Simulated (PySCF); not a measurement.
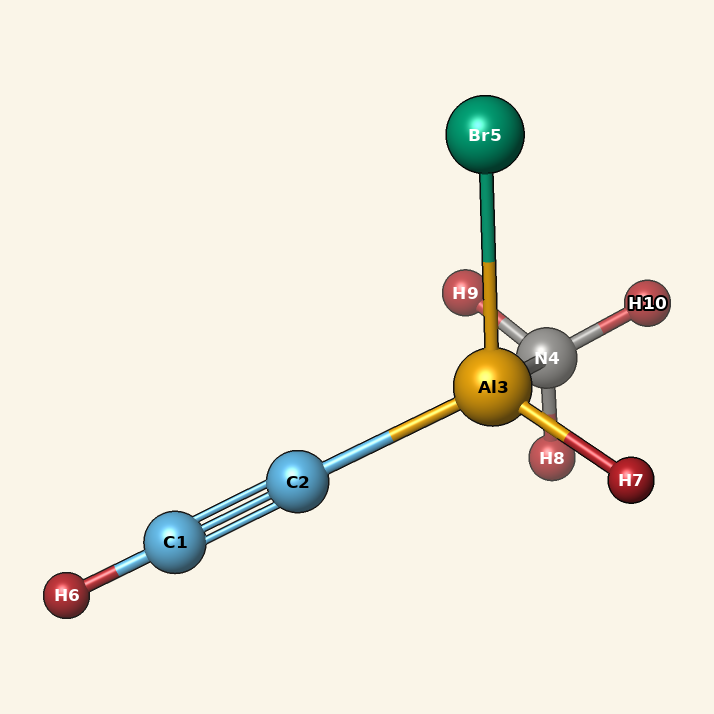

N4 lies behind Al3. The molecule seen a little off the Al3–N4 bond, Al3 in front. Atoms fade into the background with distance from the viewer. The computed structure is the end point of a PBE0-D3(BJ)/def2-SVP optimisation. No frequency run is at hand to confirm it as a minimum.

What is the torsion angle Br5–Al3–N4–H8? The sign is positive where the front bond must turn clockwise to cover the back bond.

−177°, antiperiplanar (anti). The bonds about Al3–N4 are staggered.
